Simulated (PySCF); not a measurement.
BF3, SMILES `FB(F)F`.

Method: PBE/def2-TZVP; geometry: GFN2-xTB; program: PySCF. No frequency check shows the geometry to be a minimum.

Cartesian coordinates (Å):

```
F1      -1.2997   -0.0422    0.0000
B2       0.0000    0.0000    0.0000
F3       0.6133    1.1467    0.0000
F4       0.6864   -1.1045    0.0000
```

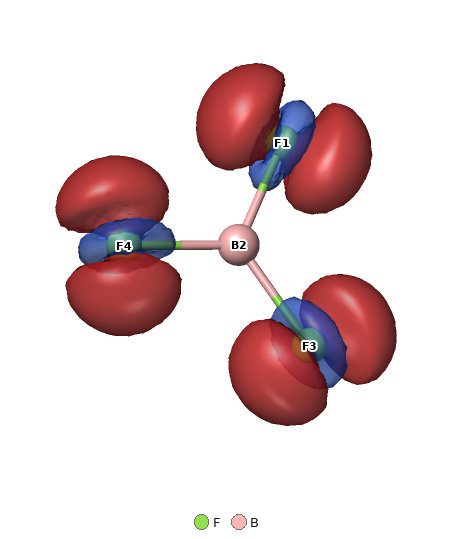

Fukui function f⁻ = ρ(N) − ρ(N−1) at fixed geometry, surfaces at ±0.05 e/Å³ (red positive, blue negative).

### On which atoms does the density change most on removal of an electron?

f⁻ (Hirshfeld-condensed) is largest on F1, F3 and F4 (0.28 each) and B2 (0.17); the vertical ionisation energy is 14.42 eV. Condensed values hint at sites of electrophilic attack but needn't mark the atom that reacts. Orbital relaxation makes it negative in places (0.13 e in all).
